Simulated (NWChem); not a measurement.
# PH3 (phosphine) at 5 levels

Wanted: a comparison of 5 runs (B3LYP/aug-cc-pVTZ, BHLYP/aug-cc-pVTZ, M06-2X/aug-cc-pVTZ, M06-L/aug-cc-pVTZ, PBE0/aug-cc-pVTZ) of PH3 (phosphine). 

The results are computed with NWChem 7.3.0.

## (1) The system as given

PH3 has 4 atoms, charge 0, and is taken as a singlet. SMILES: `P`. Geometry: relaxed at PBE0-D4/def2-TZVP.

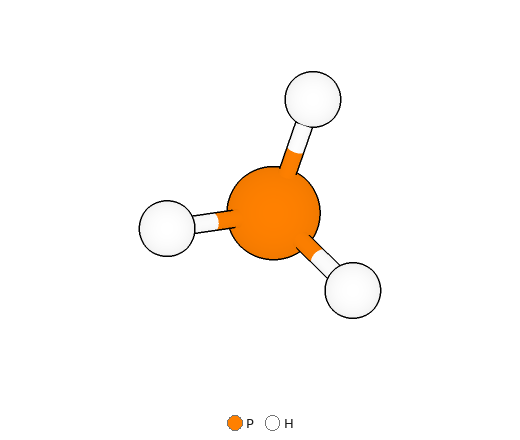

Viewed from a chosen angle; phosphorus orange, hydrogen white.

## (2) Energy and forces at B3LYP/aug-cc-pVTZ (run 1)

h3p.nw reads:

```
echo
start h3p
title "H3P gradient"
memory stack 880 mb heap 220 mb global 1100 mb

geometry units angstroms noautosym nocenter noautoz
   P      0.346000    -0.326500    -0.332800
   H      0.630900    -0.034000     1.027000
   H     -1.005500    -0.663000    -0.057200
   H      0.028700     1.023500    -0.636900
end

basis spherical bse
   P library aug-cc-pVTZ
   H library aug-cc-pVTZ
end

dft
   xc b3lyp
   grid fine
   convergence energy 1e-08
   maxiter 100
   mulliken
   print medium
end

task dft gradient
```

Run with:

```sh
$ nwchem h3p.nw > h3p.out
```

Log:

```text
[...]
          Wavefunction type:  closed shell.
          No. of atoms     :     4
          No. of electrons :    18
[...]
          Charge           :     0
          Spin multiplicity:     1
[...]
          AO basis - number of functions:   119
[...]
              XC Information
              --------------
                         B3LYP Method XC Potential
                     Hartree-Fock (Exact) Exchange  0.200
                        Slater Exchange Functional  0.800 local
                    Becke 1988 Exchange Functional  0.720 non-local
              Lee-Yang-Parr Correlation Functional  0.810
                  VWN I RPA Correlation Functional  0.190 local
[...]
 d= 0,ls=0.0,diis     1   -343.1660202160 -3.61D+02  3.67D-03  2.31D-01     5.4
[...]
 d= 0,ls=0.0,diis     7   -343.1805362564 -2.35D-09  2.23D-07  5.40D-10    24.2
         Total DFT energy =     -343.180536256363
      One electron energy =     -508.489833569571
           Coulomb energy =      172.100752765759
    Exchange-Corr. energy =      -24.334078564851
 Nuclear repulsion energy =       17.542623112300
[...]
      Total Density - Mulliken Population Analysis
     ---------------------------------------------
    Atom       Charge   Shell Charges
 -----------   ------   -------------------------------------------------------
    1 P   15    15.06   2.00  1.83  0.23  1.06  0.54 -0.02  5.77  0.63  1.87  0.95  0.02  0.06  0.09  0.01  0.01 -0.00
    2 H    1     0.98   0.25  0.50  0.19  0.01  0.01  0.02 -0.00  0.00  0.00
    3 H    1     0.98   0.25  0.50  0.19  0.01  0.01  0.02 -0.00  0.00  0.00
    4 H    1     0.98   0.25  0.50  0.19  0.01  0.01  0.02 -0.00  0.00  0.00
[...]
  wavefunction    = closed shell
                         DFT ENERGY GRADIENTS
    atom               coordinates                        gradient
                 x          y          z           x          y          z
   1 P       0.653845  -0.616996  -0.628901    0.000273  -0.000248  -0.000289
   2 H       1.192228  -0.064251   1.940749   -0.000559   0.000174  -0.000466
   3 H      -1.900119  -1.252888  -0.108092    0.000458   0.000558   0.000204
   4 H       0.054235   1.934135  -1.203566   -0.000172  -0.000484   0.000550
[...]
```

Run time: 37 s. Hardware: 1 thread of AMD EPYC 7B13 (Zen 3), shared host; peak memory 0.13 GiB.

## (3) Energy and forces at BHLYP/aug-cc-pVTZ (run 2)

a.nw reads:

```
start a
memory stack 880 mb heap 220 mb global 1100 mb
charge 0
geometry units angstrom noautosym nocenter noautoz
 P        0.346000      -0.326500      -0.332800
 H        0.630900      -0.034000       1.027000
 H       -1.005500      -0.663000      -0.057200
 H        0.028700       1.023500      -0.636900
end
basis spherical bse
 * library aug-cc-pVTZ
end
dft
 xc bhlyp
 grid fine
 convergence energy 1e-08
 iterations 100
 mulliken
end
task dft gradient
```

Run with:

```sh
$ nwchem a.nw > a.out
```

Log:

```text
[...]
          Wavefunction type:  closed shell.
          No. of atoms     :     4
          No. of electrons :    18
[...]
          Charge           :     0
          Spin multiplicity:     1
[...]
          AO basis - number of functions:   119
[...]
              XC Information
              --------------
                        BHLYP Method XC Functional
                     Hartree-Fock (Exact) Exchange  0.500
                        Slater Exchange Functional  0.500 local
                    Becke 1988 Exchange Functional  0.500 non-local
              Lee-Yang-Parr Correlation Functional  1.000
[...]
 d= 0,ls=0.0,diis     1   -343.1380409079 -3.61D+02  2.35D-03  1.14D-01     4.2
[...]
 d= 0,ls=0.0,diis     8   -343.1510423440 -1.24D-10  2.60D-08  4.14D-12    24.9
         Total DFT energy =     -343.151042344044
      One electron energy =     -508.503034647661
           Coulomb energy =      172.129421998764
    Exchange-Corr. energy =      -24.320052807447
 Nuclear repulsion energy =       17.542623112300
[...]
      Total Density - Mulliken Population Analysis
     ---------------------------------------------
    Atom       Charge   Shell Charges
 -----------   ------   -------------------------------------------------------
    1 P   15    15.13   2.00  1.86  0.20  1.06  0.52 -0.03  5.76  0.61  1.91  1.00  0.02  0.07  0.11  0.02  0.01  0.00
    2 H    1     0.96   0.25  0.50  0.18  0.01  0.01  0.02 -0.01  0.00  0.00
    3 H    1     0.96   0.25  0.50  0.18  0.01  0.01  0.02 -0.01  0.00  0.00
    4 H    1     0.96   0.25  0.50  0.18  0.01  0.01  0.02 -0.01  0.00  0.00
[...]
  wavefunction    = closed shell
                         DFT ENERGY GRADIENTS
    atom               coordinates                        gradient
                 x          y          z           x          y          z
   1 P       0.653845  -0.616996  -0.628901    0.006038  -0.005688  -0.005835
   2 H       1.192228  -0.064251   1.940749   -0.000408   0.001590   0.003928
   3 H      -1.900119  -1.252888  -0.108092   -0.003937   0.000226   0.001586
   4 H       0.054235   1.934135  -1.203566   -0.001693   0.003871   0.000320
[...]
```

Run time: 37 s. Hardware: 1 thread of AMD EPYC 7B13 (Zen 3), shared host; peak memory 0.13 GiB.

Runs 3 to 4 aren't shown in full; the table further down has their settings and results.

## (4) Energy and gradient at PBE0/aug-cc-pVTZ (run 5)

run.py reads:

```python
from ase import Atoms
from ase.calculators.nwchem import NWChem

molecule = Atoms(['P', 'H', 'H', 'H'], positions=[
    [0.346000, -0.326500, -0.332800],
    [0.630900, -0.034000, 1.027000],
    [-1.005500, -0.663000, -0.057200],
    [0.028700, 1.023500, -0.636900],
])

calc = NWChem(
    label='m1',
    theory='dft',
    memory='2200 mb',
    basis='aug-cc-pVTZ',
    basispar='spherical bse',
    dft={'xc': 'pbe0', 'mult': '1', 'grid': 'fine', 'convergence': 'energy 1e-08', 'iterations': '100', 'mulliken': None},
)
molecule.calc = calc

forces = molecule.get_forces()
e = molecule.get_potential_energy()
print(f"E = {e:.6f} eV")
print("forces (eV/A):")
for s, f in zip(molecule.symbols, forces):
    print(f"{s:2s} {f[0]:10.5f} {f[1]:10.5f} {f[2]:10.5f}")
print("dipole (e A):", molecule.get_dipole_moment().round(4))
```

Run with:

```sh
$ export ASE_NWCHEM_COMMAND="nwchem PREFIX.nwi > PREFIX.nwo"
$ python run.py
```

Log:

```text
E = -9334.055675 eV
forces (eV/A):
P     0.03219   -0.03090   -0.02967
H     0.01620    0.00504    0.04227
H    -0.04237   -0.01707    0.00370
H    -0.00602    0.04294   -0.01630
dipole (e A): [-0.0823  0.0777  0.0791]
```

The calculator wrote m1.nwi:

```
title "m1"

permanent_dir m1

scratch_dir m1

start m1

geometry units angstrom nocenter noautosym noautoz
  P  3.4599999999999997e-01 -3.2650000000000001e-01 -3.3279999999999998e-01
  H  6.3090000000000002e-01 -3.4000000000000002e-02 1.0269999999999999e+00
  H  -1.0055000000000001e+00 -6.6300000000000003e-01 -5.7200000000000001e-02
  H  2.8700000000000000e-02 1.0235000000000001e+00 -6.3690000000000002e-01
end

memory 2200 mb

basis spherical bse noprint
   * library aug-cc-pVTZ
end

dft
  xc pbe0
  mult 1
  grid fine
  convergence energy 1e-08
  iterations 100
  mulliken
end

task dft gradient
```

m1.nwo:

```text
Northwest Computational Chemistry Package (NWChem) 7.3.0
             --------------------------------------------------------

           Job information
           ---------------

    nwchem branch   = 7.3.0
    use scalapack   = T
    input           = m1.nwi
    prefix          = m1.
    data base       = m1/m1.db
    status          = startup
    nproc           =        1

           Memory information
           ------------------

    heap     =     72089598 doubles =      550.0 Mbytes
    stack    =     72089595 doubles =      550.0 Mbytes
    global   =    144179200 doubles =     1100.0 Mbytes (distinct from heap & stack)
    total    =    288358393 doubles =     2200.0 Mbytes
    verify   = yes
    hardfail = no

[... 90 lines left out ...]
  convergence criterion.
[... 38 lines left out ...]
          Spatial weights used:  Erf1
[... 69 lines left out ...]
         Total DFT energy =     -343.020221996816
[... 3 lines left out ...]
 Nuclear repulsion energy =       17.542623112300
[... 905 lines left out ...]
          Convergence on gradient requested:  5.00D-04
[... 25 lines left out ...]
          total energy or number of iterations.
[... 26 lines left out ...]
                         DFT ENERGY GRADIENTS

    atom               coordinates                        gradient
                 x          y          z           x          y          z
   1 P       0.653845  -0.616996  -0.628901   -0.000626   0.000601   0.000577
   2 H       1.192228  -0.064251   1.940749   -0.000315  -0.000098  -0.000822
   3 H      -1.900119  -1.252888  -0.108092    0.000824   0.000332  -0.000072
   4 H       0.054235   1.934135  -1.203566    0.000117  -0.000835   0.000317

                 ----------------------------------------
                 |  Time  |  1-e(secs)   |  2-e(secs)   |
                 ----------------------------------------
                 |  CPU   |       0.01   |      10.50   |
                 ----------------------------------------
                 |  WALL  |       0.01   |      10.50   |
                 ----------------------------------------

 Task  times  cpu:       33.6s     wall:       33.6s
 Total times  cpu:       33.6s     wall:       33.6s
```

Wall time 35 s (1 thread of AMD EPYC 7B13 (Zen 3), shared host); peak memory 0.13 GiB.

## (5) Overview of the runs

```
run               level  energy (Eh)  dipole moment (D)  HOMO energy (eV)  LUMO energy (eV)  wall time
  1   B3LYP/aug-cc-pVTZ  -343.180536               0.58             -7.69             -0.44       37 s
  2   BHLYP/aug-cc-pVTZ  -343.151042               0.61             -8.94              0.07       37 s
  3  M06-2X/aug-cc-pVTZ  -343.127102               0.62             -8.97             -0.13       39 s
  4   M06-L/aug-cc-pVTZ  -343.154911               0.63             -6.87             -0.21       52 s
  5    PBE0/aug-cc-pVTZ  -343.020222               0.66             -7.89             -0.18       35 s
```

## (6) What came out

| quantity | value |
| --- | --- |
| run 5: total energy | -343.02022 Eh |
| run 5: dipole moment | 0.66 D |
| run 5: HOMO energy | -7.89 eV |
| run 5: LUMO energy | -0.18 eV |
| run 5: HOMO–LUMO gap | 7.71 eV |
| run 5: largest force on an atom | 0.054 eV/Å |

What this shows: The dipole moment (its size) runs from 0.58 D (B3LYP/aug-cc-pVTZ) to 0.66 D (PBE0/aug-cc-pVTZ). The HOMO–LUMO gap runs from 6.66 eV (M06-L/aug-cc-pVTZ) to 9.01 eV (BHLYP/aug-cc-pVTZ). Totals of different functionals can't be ranked against each other. All runs together took 3.3 min, the longest 52 s.
